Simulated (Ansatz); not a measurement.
# HfNH2+ (singlet): trial inputs and their diagnosis

3 inputs are run for HfNH2+ (singlet) as typed; the log has to tell whether the result can be used and what must change.

The runs use Ansatz 0.2.0, Gaussian basis; the settings change from run to run.

31 further runs of the same task are left out: 7 for a known fault of the program, 11 that didn't finish, 13 set aside as unsound or not needed. Runs told in other sessions of the task aren't counted.

## 1. The system

The geometry is a PBE0/def2-TZVP stationary point (not a proven minimum) of the parent state, kept for this charge and spin. No spin-orbit coupling is included. Elements past krypton take def2 core potentials.

4 atoms, charge 1, spin multiplicity 1.

Atoms are counted from 1 here; the program's logs count them from 0.

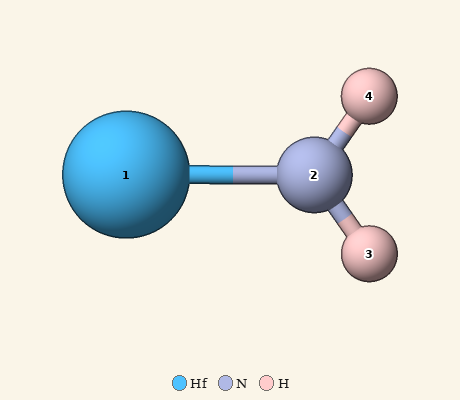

The geometry (hafnium blue, nitrogen light blue, hydrogen pink); atoms are numbered from 1 in the order of the file.

As a file:

```xyz
4

Hf    0.0000    0.0000    0.1692
N     0.0000    0.0000   -1.8122
H     0.0000   -0.8321   -2.3908
H     0.0000    0.8321   -2.3908
```

## 2. Input 1

The input, in.yaml:

```yaml
crystal:
  periodic: [false, false, false]
  atoms:
    - {symbol: Hf, position_ang: [0.000000, 0.000000, 0.169211]}
    - {symbol: N, position_ang: [0.000000, 0.000000, -1.812192]}
    - {symbol: H, position_ang: [0.000000, -0.832054, -2.390843]}
    - {symbol: H, position_ang: [0.000000, 0.832054, -2.390843]}
basis:
  gaussian: {orbitals: def2-SVP}
total_charge: 1
correlation: {method: sc_nevpt2, electrons: outside_noble_gas, active_space: {window: {electrons: 2, orbitals: 2}, states: [{multiplicity: 1, irrep: 12, weights: [1]}]}}
```

Run with:

```bash
> ansatz run in.yaml --threads 1 --pin off --events-out ev --progress --plain --max-ram 2393MiB
```

Log:

```text
Functional definition: HF
  name "HF"
  cite "Fock, Z. Phys. 61, 126 (1930) doi:10.1007/BF01340294"
  parent pbe
  exchange = exact_x
  correlation = 0
1059 factors; integrals over basis functions are off by at most 2.3e-7 eV
mean field evaluation 1: about -2784.6436 eV, gradient 7.0e1 eV
mean field evaluation 2: about -2784.6464 eV, gradient 7.0e1 eV
mean field evaluation 4: about -2796.1925 eV, gradient 6.0e0 eV
mean field evaluation 8: about -2796.4100 eV, gradient 3.2e-1 eV
mean field evaluation 16: about -2786.0761 eV, gradient 1.5e1 eV
mean field evaluation 32: about -2793.3761 eV, gradient 1.1e0 eV
mean field evaluation 64: about -2794.4078 eV, gradient 1.4e0 eV
mean field -2796.41268040 eV, -102.7662705282 hartree, gradient 1.4e-6 eV, S^2 0.000000; 6 other end points of the search recorded, 0 dependent functions left out; unrestricted orbitals would lower it
reference -2796.41268040 eV, -102.7662705282 hartree; 10, 10 occupied and 46, 46 virtual orbitals, 1059 factors
Error: the irrep 12 is not accepted for these orbitals, which take A1, B1, B2, A2, or 1 to 4
```

It took 1.3 s on 1 thread of Arm Neoverse V1, shared host.

**Diagnosis.** The run stopped with an error. The symmetry label isn't among those of the (sub)group in which the program labels its orbitals. Fix: name an irrep that the log lists.

## 3. Input 2

The input, in.yaml:

```yaml
crystal:
  periodic: [false, false, false]
  atoms:
    - {symbol: Hf, position_ang: [0.000000, 0.000000, 0.169211]}
    - {symbol: N, position_ang: [0.000000, 0.000000, -1.812192]}
    - {symbol: H, position_ang: [0.000000, -0.832054, -2.390843]}
    - {symbol: H, position_ang: [0.000000, 0.832054, -2.390843]}
basis:
  gaussian: {orbitals: def2-SVP}
total_charge: 1
hamiltonian: {xc: pbe0}
correlation: {method: sc_nevpt2, electrons: outside_noble_gas, active_space: {window: {electrons: 2, orbitals: 2}}}
accuracy: high
scf: {lower_state_search: off}
```

Launched as before.

Log:

```text
Error: invalid value for `correlation.active_space`: it starts from restricted Hartree–Fock orbitals; set hamiltonian.xc: hf without magnetization.spin_polarized
```

Wall time 0.03 s (1 thread of Arm Neoverse V1, shared host).

What is wrong: The run was refused. An active space is asked on a functional's orbitals. Fix: start from Hartree-Fock.

## 4. Input 3

The input, in.yaml:

```yaml
crystal:
  periodic: [false, false, false]
  atoms:
    - {symbol: Hf, position_ang: [0.050000, 0.050000, -1.812192]}
    - {symbol: N, position_ang: [0.000000, 0.000000, -1.812192]}
    - {symbol: H, position_ang: [0.000000, -0.832054, -2.390843]}
    - {symbol: H, position_ang: [0.000000, 0.832054, -2.390843]}
basis:
  gaussian: {orbitals: def2-SVP}
total_charge: 1
magnetization: {spin_polarized: false}
hamiltonian: {xc: hf}
output: {orbitals: {seedname: orbitals}}
```

Same command.

Log:

```text
Functional definition: HF
  name "HF"
  cite "Fock, Z. Phys. 61, 126 (1930) doi:10.1007/BF01340294"
  parent pbe
  exchange = exact_x
  correlation = 0
768 factors; their error is unknown
mean field evaluation 1: about 13596.9945 eV, gradient 7.5e1 eV
mean field evaluation 2: about 13593.3527 eV, gradient 1.5e1 eV
mean field evaluation 4: about 13592.9569 eV, gradient 8.5e-1 eV
mean field evaluation 8: about 13592.9530 eV, gradient 1.3e-1 eV
mean field evaluation 16: about 13591.3326 eV, gradient 1.4e-5 eV
mean field 13591.33259532 eV, 499.4722603420 hartree, gradient 1.4e-5 eV, S^2 0.000000; 0 other end points of the search recorded, 0 dependent functions left out
reference 13591.33259532 eV, 499.4722603420 hartree; 10, 10 occupied and 46, 46 virtual orbitals, 768 factors
Total energy: 13591.33259532 eV, 499.4722603420 hartree
```

It took 0.33 s on 1 thread of Arm Neoverse V1, shared host.

**Diagnosis.** The run converged, which proves nothing about the input. One atom lies on top of another. The shortest distance is 0.07 Å, against 1.01 Å in the geometry of step 1. Its energy belongs to another geometry. To mend it, restore its position.

## 5. Summary

| input | level | ended | cause | time |
| --- | --- | --- | --- | --- |
| 1 | NEVPT2(2,2)/def2-SVP | stopped by an error | the symmetry label isn't among those of the (sub)group in which the program labels its orbitals | 1.3 s |
| 2 | NEVPT2(2,2)/def2-SVP | refused | an active space is asked on a functional's orbitals | 0.03 s |
| 3 | HF/def2-SVP | converged | one atom lies on top of another | 0.33 s |

1 stopped by an error, 1 refused, 1 converged. The input that converges on a wrong geometry or spin is the dangerous one: no error points at it, so geometry and ⟨S²⟩ have to be checked.
